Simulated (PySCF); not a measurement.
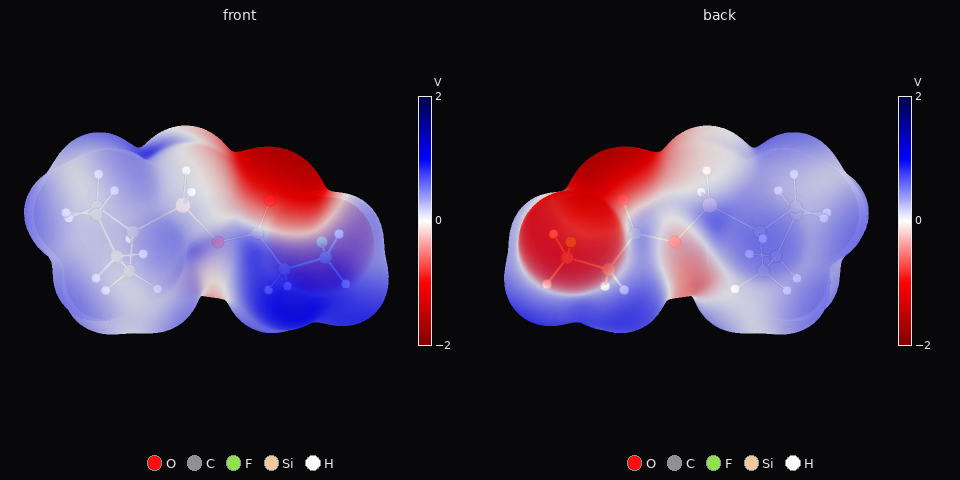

The picture shows: C$_{8}$H$_{15}$FO$_{2}$Si. The molecular electrostatic potential painted on the density surface at 0.001 e/bohr³, seen from the front and from behind; the colour scale runs from red (negative) to blue (positive).

Geometry: PBE0-D3(BJ)/def2-SVP.

Level of theory: PBE0/def2-SVPD, SCF density, gas phase (PySCF).

```xyz
27

O     2.4082    0.4181    1.7755
C     2.3322    0.2117    0.5906
C     3.4789   -0.2677   -0.2650
C     4.8247    0.1401    0.2785
F     4.9894    1.4951    0.1418
O     1.1954    0.3438   -0.0915
Si   -0.2499    0.7611    0.7552
C    -1.5571    0.7664   -0.5919
C    -2.9810    0.9287   -0.0357
C    -3.3922   -0.4900    0.3873
C    -2.5648   -1.4518   -0.4968
C    -1.6546   -0.5610   -1.3602
H     3.3437    0.0881   -1.2965
H     3.4101   -1.3690   -0.2973
H     4.8940   -0.1160    1.3481
H     5.6341   -0.3679   -0.2713
H    -0.4906   -0.2688    1.8047
H    -0.0958    2.1116    1.3623
H    -1.2857    1.6012   -1.2614
H    -3.6392    1.2894   -0.8443
H    -3.0661    1.6608    0.7844
H    -4.4760   -0.6465    0.2831
H    -3.1575   -0.6533    1.4505
H    -1.9653   -2.1304    0.1297
H    -3.2019   -2.0946   -1.1221
H    -2.1302   -0.3700   -2.3369
H    -0.6751   -1.0177   -1.5694
```

### Describe the electrostatic potential map.

The most negative region (about −1.5 V) lies over O1, the most positive (about +1.0 V) over H14. O1 is the likeliest acceptor of a hydrogen bond.
